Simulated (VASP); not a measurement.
Band structure of CsCdF₃ (space group Pm-3m). Level of theory: PBEsol GGA, VASP's PBE PAW potentials (set 64) (plane waves; VASP).

Unless said otherwise, spin-orbit coupling is left out, though it shifts the bands of the heavy elements here.

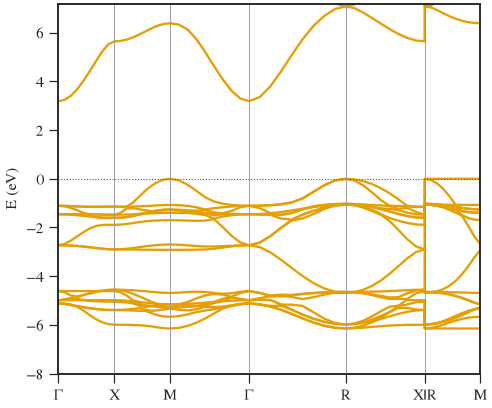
Figure: Bands along high-symmetry lines, zero at the valence-band maximum or, without a gap, the Fermi level

Q: Read the plot: is there a gap, and where are the band edges?

A: The gap is indirect, 3.18 eV, from the valence maximum at R-M at 0.67 to the conduction minimum at Γ.

The structure comes from a computed database's CsCdF3 entry (Pm-3m); how it stands against other phases isn't given here. The cell was not relaxed at this level.
